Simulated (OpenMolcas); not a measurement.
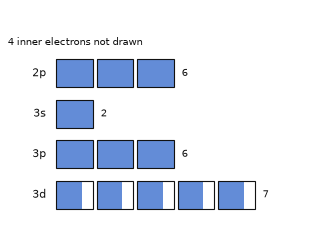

The outer shells of the leading configuration of the lowest level: a box for each of the 2l + 1 orbitals, shaded by the share of the shell that is filled, with the electron count at the right.

**Co²⁺ complex: multiconfigurational calculation (part 1 of 2)**

Co²⁺ with 8 ligands (F; cube, 2.315 Å), embedded in SrF2 by model potentials and point charges, whose field is part of the energies. Computed at this level: state-averaged CASSCF, active space 7 electrons in the shell 3d, basis ANO-RCC-VDZP on the metal and ANO-RCC-VDZP on the ligands, DKH2 scalar Hamiltonian, spin-orbit coupling by RASSI with atomic mean-field integrals (OpenMolcas).

**The program's output (extracts)**
```
--- SEWARD ---
Basis set label: CO.ANO-RCC...5S4P2D1F.

      Electronic valence basis set:
      ------------------
      Associated Effective Charge  27.000000 au
      Associated Actual Charge     27.000000 au
      Nuclear Model: Point charge

      Shell  nPrim  nBasis  Cartesian Spherical Contaminant
         s      21       5        X
         p      15       4        X
         d      10       2                 X
         f       6       1                 X
                  Relativistic Douglas-Kroll-Hess integrals:
                    - DKH order of Hamiltonian: 2
                    - DKH order of Properties : 0
                  Atomic mean-field integrals
--- RASSCF ---
Wave function specifications:
      -----------------------------

      Number of closed shell electrons          98
      Number of electrons in active shells       7
      Max number of holes in RAS1 space          0
      Max nr of electrons in RAS3 space          0
      Number of inactive orbitals               49
      Number of active orbitals                  5
      Number of secondary orbitals              92
      Spin quantum number                      1.5
      State symmetry                             1
Orbital specifications:
      -----------------------

      Symmetry species                           1   2
                                                ag  au
      Frozen orbitals                            0   0
      Inactive orbitals                         23  26
      Active orbitals                            5   0
      RAS1 orbitals                              0   0
      RAS2 orbitals                              5   0
      RAS3 orbitals                              0   0
      Secondary orbitals                        43  49
      Deleted orbitals                           0   0
      Number of basis functions                 71  75
      Number of CSFs                            10
      Number of root(s) required                10
      Iter CI   SX   CI       RASSCF       Energy    max ROT     max BLB   max BLB  Level Ln srch  Step   QN
          iter iter root      energy       change     param      element    value   shift minimum  type update
 Nr of preliminary CI iterations:   1
      Total energies have been shifted. Add                -2000.00 au
        1   1   10    0  -189.25988503    0.00E+00  -4.87E-02   20  63 1 -3.22E-01*  1.14   0.00    SX    NO
        2   1   10    0  -189.99050210   -7.31E-01* -1.40E-02    4  37 2  8.27E-02*  0.85   0.00    SX    NO
        3   1    9    0  -190.04513983   -5.46E-02* -4.38E-03   20  63 1  2.59E-02*  0.81   0.00    SX    NO
        4   1    9    0  -190.05119839   -6.06E-03* -2.60E-03    6  29 1  8.58E-03*  0.80   0.00    SX    NO
        5   1    9    0  -190.05286838   -1.67E-03* -2.95E-03    6  29 1  5.49E-03*  0.79   2.19    LS   YES
        6   1    8    0  -190.05356930   -7.01E-04*  1.04E-03    5  38 2 -1.18E-02*  0.79   1.05    QN   YES
        7   1    8    0  -190.05373202   -1.63E-04* -6.53E-04   24  30 1 -2.80E-03*  0.78   1.07    QN   YES
        8   1    7    0  -190.05377324   -4.12E-05* -1.68E-04    5  38 2  7.27E-04*  0.79   1.31    QN   YES
        9   1    7    0  -190.05377702   -3.78E-06*  2.94E-05    6  39 2  1.54E-04*  0.79   1.09    QN   YES
       10   1    6    0  -190.05377723   -2.14E-07* -4.41E-05   28  34 1  5.59E-05   0.79   2.50    LS   YES
       11   1    6    0  -190.05377719    4.55E-08* -1.84E-05    5  38 2 -1.90E-04*  0.79   0.40    LS   YES
       12   1    6    0  -190.05377726   -7.46E-08*  1.09E-05    5  38 2 -1.04E-04*  0.79   1.52    QN   YES
       13   1    5    0  -190.05377729   -2.89E-08* -2.41E-06    5  38 2 -1.90E-05   0.79   1.14    QN   YES
       14   1    4    0  -190.05377729   -1.87E-09  -6.92E-07   28  34 1 -2.68E-06   0.79   1.14    QN   YES
      Convergence after 14 iterations
       15   1    4    0  -190.05377729    8.19E-12  -6.92E-07   26  32 1 -1.00E-06   0.79   1.14    QN   YES
      Natural orbitals and occupation numbers for root  1
      sym 1:   1.000000   1.000000   2.000000   1.000000   2.000000
      Natural orbitals and occupation numbers for root  2
      sym 1:   1.000000   1.737071   1.262929   1.262929   1.737071
      Natural orbitals and occupation numbers for root  3
      sym 1:   1.645177   1.000000   1.645177   1.354823   1.354823
::    RASSCF root number  1 Total energy:  -2190.09358996
::    RASSCF root number  2 Total energy:  -2190.08140730
::    RASSCF root number  3 Total energy:  -2190.08140730
::    RASSCF root number  4 Total energy:  -2190.08140730
::    RASSCF root number  5 Total energy:  -2190.07187722
::    RASSCF root number  6 Total energy:  -2190.07187722
::    RASSCF root number  7 Total energy:  -2190.07187722
::    RASSCF root number  8 Total energy:  -2189.99477646
::    RASSCF root number  9 Total energy:  -2189.99477646
::    RASSCF root number 10 Total energy:  -2189.99477646
--- RASSCF ---
Wave function specifications:
      -----------------------------

      Number of closed shell electrons          98
      Number of electrons in active shells       7
      Max number of holes in RAS1 space          0
      Max nr of electrons in RAS3 space          0
      Number of inactive orbitals               49
      Number of active orbitals                  5
      Number of secondary orbitals              92
      Spin quantum number                      0.5
      State symmetry                             1
Orbital specifications:
      -----------------------

      Symmetry species                           1   2
                                                ag  au
      Frozen orbitals                            0   0
      Inactive orbitals                         23  26
      Active orbitals                            5   0
      RAS1 orbitals                              0   0
      RAS2 orbitals                              5   0
      RAS3 orbitals                              0   0
      Secondary orbitals                        43  49
      Deleted orbitals                           0   0
      Number of basis functions                 71  75
      Number of CSFs                            40
      Number of root(s) required                40
      Iter CI   SX   CI       RASSCF       Energy    max ROT     max BLB   max BLB  Level Ln srch  Step   QN
          iter iter root      energy       change     param      element    value   shift minimum  type update
 Nr of preliminary CI iterations:   1
      Total energies have been shifted. Add                -2000.00 au
        1   1    8    0  -189.93283100    0.00E+00  -4.78E-03   28  34 1 -1.51E-02*  0.81   0.00    SX    NO
        2   1    8    0  -189.93325966   -4.29E-04*  2.80E-03    9  39 2 -8.34E-03*  0.82   0.00    SX    NO
        3   1    8    0  -189.93333438   -7.47E-05* -9.56E-04   28  34 1 -2.77E-03*  0.82   0.00    SX    NO
        4   1    7    0  -189.93334885   -1.45E-05*  5.82E-04    9  39 2 -1.39E-03*  0.82   0.00    SX    NO
        5   1    7    0  -189.93335180   -2.95E-06* -3.12E-04   28  34 1 -5.56E-04*  0.82   0.99    QN   YES
        6   1    6    0  -189.93335256   -7.59E-07*  1.08E-04   28  34 1 -1.25E-04*  0.82   1.29    QN   YES
        7   1    5    0  -189.93335259   -3.26E-08*  1.61E-04   12  29 1  1.84E-05   0.82   2.50    LS   YES
        8   1    6    0  -189.93335249    9.88E-08*  1.09E-04   28  34 1  1.89E-04*  0.82   0.04    LS   YES
        9   1    5    0  -189.93335258   -8.77E-08* -4.70E-05   28  34 1  6.21E-05   0.82   1.50    QN   YES
       10   1    5    0  -189.93335259   -1.26E-08*  5.17E-06   12  29 1  1.15E-05   0.82   1.06    QN   YES
       11   1    4    0  -189.93335259   -6.76E-10  -5.41E-06   12  29 1  7.41E-06   0.82   2.50    QN   YES
      Convergence after 11 iterations
       12   1    4    0  -189.93335259   -3.87E-10  -5.41E-06   12  29 1  1.61E-06   0.82   2.50    QN   YES
      Natural orbitals and occupation numbers for root  1
      sym 1:   1.087920   1.196658   1.805938   1.093340   1.816144
      Natural orbitals and occupation numbers for root  2
      sym 1:   1.164025   1.055287   1.816144   1.158605   1.805938
      Natural orbitals and occupation numbers for root  3
      sym 1:   1.166370   1.232467   1.659038   1.187434   1.754690
::    RASSCF root number  1 Total energy:  -2190.00061003
::    RASSCF root number  2 Total energy:  -2190.00061003
::    RASSCF root number  3 Total energy:  -2189.99888021
::    RASSCF root number  4 Total energy:  -2189.99888021
::    RASSCF root number  5 Total energy:  -2189.99888021
::    RASSCF root number  6 Total energy:  -2189.99674578
::    RASSCF root number  7 Total energy:  -2189.99396172
::    RASSCF root number  8 Total energy:  -2189.99396172
::    RASSCF root number  9 Total energy:  -2189.99396172
::    RASSCF root number 10 Total energy:  -2189.97311940
::    RASSCF root number 11 Total energy:  -2189.97311940
::    RASSCF root number 12 Total energy:  -2189.97311940
::    RASSCF root number 13 Total energy:  -2189.97118600
::    RASSCF root number 14 Total energy:  -2189.97118600
::    RASSCF root number 15 Total energy:  -2189.97118600
::    RASSCF root number 16 Total energy:  -2189.96523045
::    RASSCF root number 17 Total energy:  -2189.96523045
::    RASSCF root number 18 Total energy:  -2189.96378635
::    RASSCF root number 19 Total energy:  -2189.96378635
::    RASSCF root number 20 Total energy:  -2189.96378635
::    RASSCF root number 21 Total energy:  -2189.96194327
::    RASSCF root number 22 Total energy:  -2189.96194327
::    RASSCF root number 23 Total energy:  -2189.96194327
::    RASSCF root number 24 Total energy:  -2189.95553632
::    RASSCF root number 25 Total energy:  -2189.95553632
::    RASSCF root number 26 Total energy:  -2189.95553632
::    RASSCF root number 27 Total energy:  -2189.94993469
::    RASSCF root number 28 Total energy:  -2189.94993469
::    RASSCF root number 29 Total energy:  -2189.88600743
::    RASSCF root number 30 Total energy:  -2189.88463735
```

(Continued in part 2.) Outcome of the run: converged.
